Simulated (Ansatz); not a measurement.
**Sn3Ge29: density, localisation and related maps**

Input file:

```
crystal:
  lattice:
    - [11.6344063627, 0.0, 0.0]
    - [0.0, 11.6344063627, 0.0]
    - [0.0, 0.0, 11.7224545644]
  atoms:
    - { symbol: Sn, position: [0.0, 0.0, 0.0] }
    - { symbol: Ge, position: [0.0, 0.0, 0.5] }
    - { symbol: Ge, position: [0.0, 0.5, 0.0] }
    - { symbol: Ge, position: [0.0, 0.5, 0.5] }
    - { symbol: Sn, position: [0.5, 0.0, 0.0] }
    - { symbol: Ge, position: [0.5, 0.0, 0.5] }
    - { symbol: Ge, position: [0.5, 0.5, 0.0] }
    - { symbol: Ge, position: [0.5, 0.5, 0.5] }
    - { symbol: Ge, position: [0.0, 0.25, 0.25] }
    - { symbol: Ge, position: [0.0, 0.25, 0.75] }
    - { symbol: Ge, position: [0.0, 0.75, 0.25] }
    - { symbol: Ge, position: [0.0, 0.75, 0.75] }
    - { symbol: Ge, position: [0.5, 0.25, 0.25] }
    - { symbol: Ge, position: [0.5, 0.25, 0.75] }
    - { symbol: Ge, position: [0.5, 0.75, 0.25] }
    - { symbol: Ge, position: [0.5, 0.75, 0.75] }
    - { symbol: Ge, position: [0.25, 0.0, 0.25] }
    - { symbol: Ge, position: [0.25, 0.0, 0.75] }
    - { symbol: Ge, position: [0.25, 0.5, 0.25] }
    - { symbol: Ge, position: [0.25, 0.5, 0.75] }
    - { symbol: Ge, position: [0.75, 0.0, 0.25] }
    - { symbol: Ge, position: [0.75, 0.0, 0.75] }
    - { symbol: Ge, position: [0.75, 0.5, 0.25] }
    - { symbol: Ge, position: [0.75, 0.5, 0.75] }
    - { symbol: Ge, position: [0.25, 0.25, 0.0] }
    - { symbol: Ge, position: [0.25, 0.25, 0.5] }
    - { symbol: Ge, position: [0.25, 0.75, 0.0] }
    - { symbol: Ge, position: [0.25, 0.75, 0.5] }
    - { symbol: Ge, position: [0.75, 0.25, 0.0] }
    - { symbol: Ge, position: [0.75, 0.25, 0.5] }
    - { symbol: Ge, position: [0.75, 0.75, 0.0] }
    - { symbol: Ge, position: [0.75, 0.75, 0.5] }
    - { symbol: Ge, position: [0.125, 0.125, 0.125] }
    - { symbol: Ge, position: [0.125, 0.125, 0.625] }
    - { symbol: Ge, position: [0.125, 0.625, 0.125] }
    - { symbol: Ge, position: [0.125, 0.625, 0.625] }
    - { symbol: Ge, position: [0.625, 0.125, 0.125] }
    - { symbol: Ge, position: [0.625, 0.125, 0.625] }
    - { symbol: Ge, position: [0.625, 0.625, 0.125] }
    - { symbol: Ge, position: [0.625, 0.625, 0.625] }
    - { symbol: Ge, position: [0.125, 0.375, 0.375] }
    - { symbol: Ge, position: [0.125, 0.375, 0.875] }
    - { symbol: Sn, position: [0.125, 0.875, 0.375] }
    - { symbol: Ge, position: [0.125, 0.875, 0.875] }
    - { symbol: Ge, position: [0.625, 0.375, 0.375] }
    - { symbol: Ge, position: [0.625, 0.375, 0.875] }
    - { symbol: Ge, position: [0.625, 0.875, 0.375] }
    - { symbol: Ge, position: [0.625, 0.875, 0.875] }
    - { symbol: Ge, position: [0.375, 0.125, 0.375] }
    - { symbol: Sn, position: [0.375, 0.125, 0.875] }
    - { symbol: Sn, position: [0.375, 0.625, 0.375] }
    - { symbol: Ge, position: [0.375, 0.625, 0.875] }
    - { symbol: Ge, position: [0.875, 0.125, 0.375] }
    - { symbol: Ge, position: [0.875, 0.125, 0.875] }
    - { symbol: Ge, position: [0.875, 0.625, 0.375] }
    - { symbol: Ge, position: [0.875, 0.625, 0.875] }
    - { symbol: Sn, position: [0.375, 0.375, 0.125] }
    - { symbol: Ge, position: [0.375, 0.375, 0.625] }
    - { symbol: Ge, position: [0.375, 0.875, 0.125] }
    - { symbol: Ge, position: [0.375, 0.875, 0.625] }
    - { symbol: Ge, position: [0.875, 0.375, 0.125] }
    - { symbol: Ge, position: [0.875, 0.375, 0.625] }
    - { symbol: Ge, position: [0.875, 0.875, 0.125] }
    - { symbol: Ge, position: [0.875, 0.875, 0.625] }
scf:
  occupations: { method: gaussian, width: 0.05 }
output:
  forces: true
  stress: true
  eigenvalues: true
  write_density: true
  write_potential: true
  elf: true
  volumetric_format: npy
hamiltonian:
  xc: pbe
kpoints:
  mp_grid: { grid: [2, 2, 2] }
relax:
  f_tol: 0.003
  cell: { stress_tol: 0.02, fix: [a, b, angles] }
```

Run with:

```sh
ansatz run input.yaml --threads 8 --pin off --max-ram 12288MiB --backend cpu --events-out ev --progress --plain --runs-dir out
```

Below, planes, directions and counts refer to the conventional cell (a = 11.63 Å, b = 11.63 Å, c = 11.76 Å, α = 90.00°, β = 90.00°, γ = 90.00°).

The fields are those of the relaxed geometry.

Space group P1.

Computed with DFT PBE, scalar-relativistic, plane waves, PAW (Ansatz 0.2.0).

In a PAW calculation such maps are meaningful between the atoms, not at the nuclei.

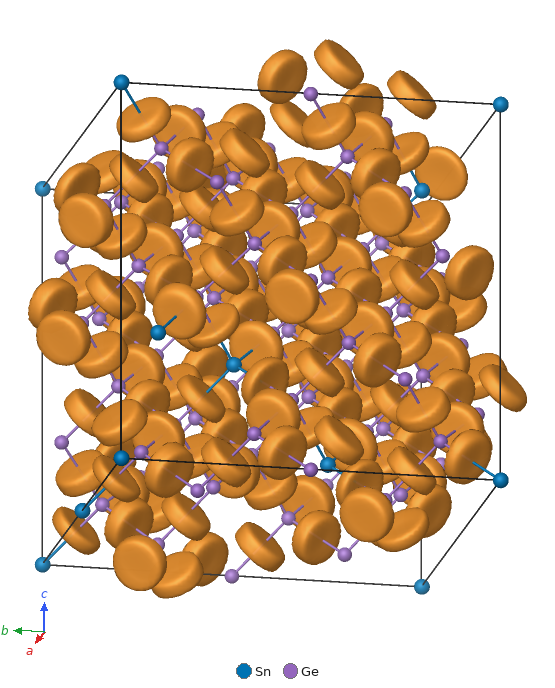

Figure 1. Isosurface of the electron localisation function at 0.55 (orange), seen at an oblique angle. Only the valence region is drawn (cores and ρ < 0.01 e/Å³ removed). Sticks mark near contacts.

**Where are the electrons localised?**

At this value the surface marks out 105 regions between bonded Ge–Ge atoms (shared pairs), 22 regions between bonded Ge–Sn atoms (shared pairs) and one region between bonded Sn–Sn atoms (shared pairs), counted in one cell of 64 atoms. Any copies at cell faces, edges or corners count once.


Ge–Ge (2.47 Å): the ELF peaks at about 0.75 between the atoms (localised, covalent bonding). Sn–Ge (2.62 Å): the ELF peaks at about 0.70 between the atoms.

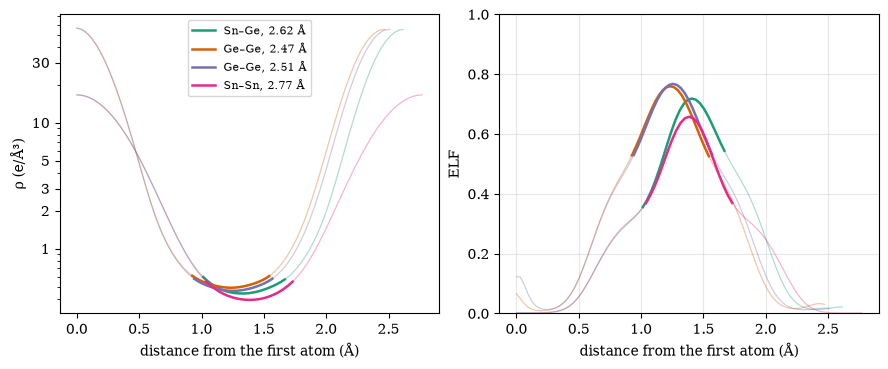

Figure 2. Valence pseudo-density and electron localisation function along straight lines between neighbouring atoms. Thin, pale parts lie inside the atomic spheres.

**What can be read from the curves?**

Sn–Ge (2.62 Å): the density is about 0.44 e/Å³ at the midpoint; the ELF peaks at about 0.70 between the atoms.
Ge–Ge (2.47 Å): the density is about 0.49 e/Å³ at the midpoint; the ELF peaks at about 0.75 between the atoms; localised, covalent bonding.
Ge–Ge (2.51 Å): ρ at the midpoint is about 0.46 e/Å³; the ELF peaks at about 0.75 between the atoms: a covalent bond.
Sn–Sn (2.77 Å): ρ is about 0.39 e/Å³ halfway; the ELF peaks at about 0.65 between the atoms.
